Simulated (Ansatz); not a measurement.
CH3AlClF

Input file:

```
crystal:
  periodic: [false, false, false]
  atoms:
    - { symbol: C, position_ang: [-0.0887, 0.91, -0.1498] }
    - { symbol: Al, position_ang: [0.2016, -0.9719, 0.2186] }
    - { symbol: F, position_ang: [1.5311, -1.4431, 1.2877] }
    - { symbol: Cl, position_ang: [-1.0092, -2.509, -0.6902] }
    - { symbol: H, position_ang: [-1.0061, 1.0397, -0.8602] }
    - { symbol: H, position_ang: [-0.3518, 1.5029, 0.7866] }
    - { symbol: H, position_ang: [0.7843, 1.4034, -0.6384] }
magnetization:
  spin_polarized: true
basis:
  gaussian: { orbitals: cc-pVDZ }
hamiltonian:
  xc: pbe0
  dispersion: d4
relax:
  f_tol: 0.02
  max_steps: 50
output:
  orbitals: {}
```

Launched as:

```sh
ansatz run input.yaml --threads 2 --pin off --max-ram 3072MiB --backend cpu --events-out ev --progress --plain --runs-dir out
```

The fields are those of the run's last geometry, not of the input's.

The calculation used UKS PBE0-D4/cc-pVDZ in Ansatz.

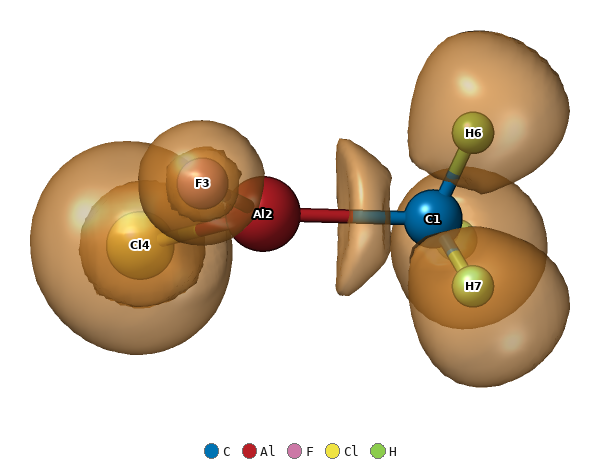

Figure 1. Isosurface of the electron localisation function at 0.8 (orange), seen from one side. Only the valence region is drawn (cores and ρ < 0.01 e/Å³ removed).

Q: Identify the bonds, lone pairs and shells in this picture.

A: At this value the surface marks out one region between bonded Al–C atoms (shared pairs), three regions around hydrogen nuclei, one region on Cl in which the atom's valence shell and bonds are merged and one region wrapped around F (its valence shell). Profiles from the grid: Al–F (1.69 Å): the ELF peaks at about 0.85 in the valence shell of F, 0.5 Å from its nucleus, and is about 0.25 at the midpoint. C–Al (1.94 Å): the ELF peaks at about 0.95 between the atoms (a polar covalent bond).

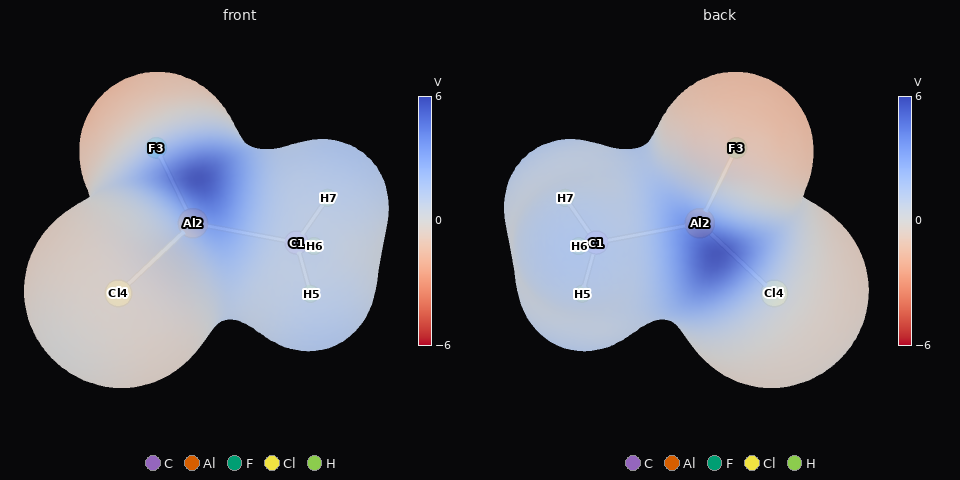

Figure 2. The electrostatic potential painted on the density surface at 0.004 e/bohr³, seen from the front and from behind; red is negative and blue positive.

Q: Describe the electrostatic potential map.

A: The most negative region (about −1.5 V) lies over F3, the most positive (about +5.5 V) over Al2.

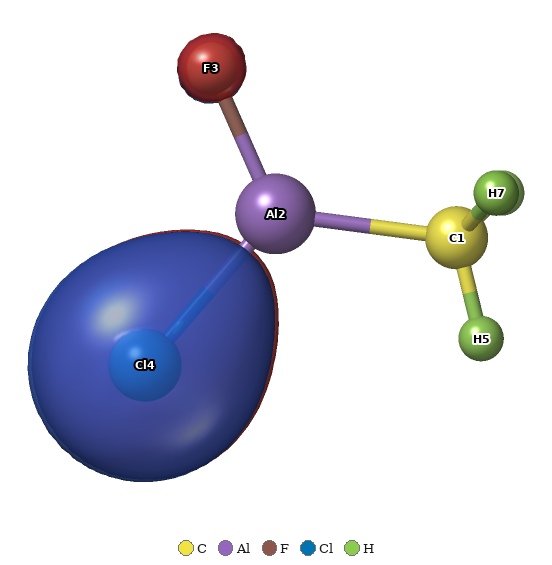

Figure 3. The HOMO−1 at ±0.1 Å⁻³ᐟ² (red and blue are the two phases), seen across its widest extent.

Q: Describe this orbital and give its energy.

A: It lies mainly on Cl4 (about 90 %); largely a lone pair of Cl4. Its energy is −9.43 eV.
